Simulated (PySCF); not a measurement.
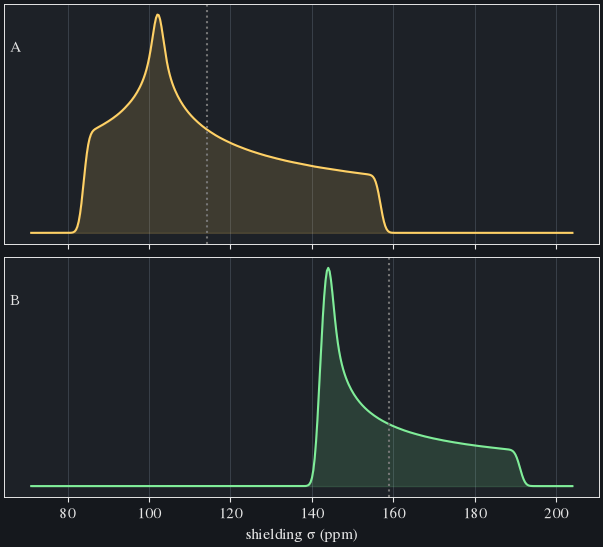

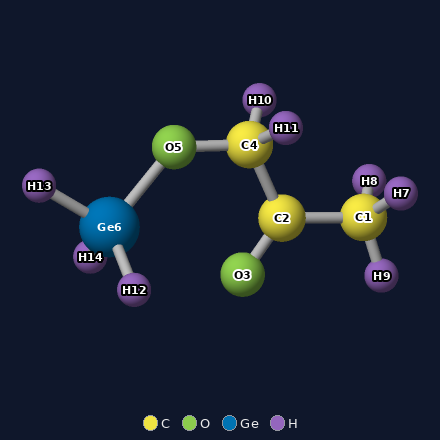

Static powder patterns (¹³C) from GIAO shielding tensors of C₃H₈GeO₂, SMILES CC(=O)C[O][GeH3], singlet, BHandHLYP/pcSseg-1, PySCF, at a PBE0-D3(BJ)/def2-SVP geometry (no frequency check); absolute shielding, one fixed geometry of the isolated molecule without any motion, no dipolar terms. The dotted line is the isotropic value; skew is 3(σiso − σ22)/span.

The panels belong to C1 and C4. Which is which?

panel A: C4, σ11, σ22, σ33 = 84, 102, 157 ppm, isotropic 114, span 73 ppm, skew 0.50; panel B: C1, σ11, σ22, σ33 = 142, 144, 191 ppm, isotropic 159, span 49 ppm, skew 0.90.

Caveats: relativity, spin-orbit coupling included, is left out, which matters for Ge nuclei and their neighbours; one conformer of a flexible molecule.
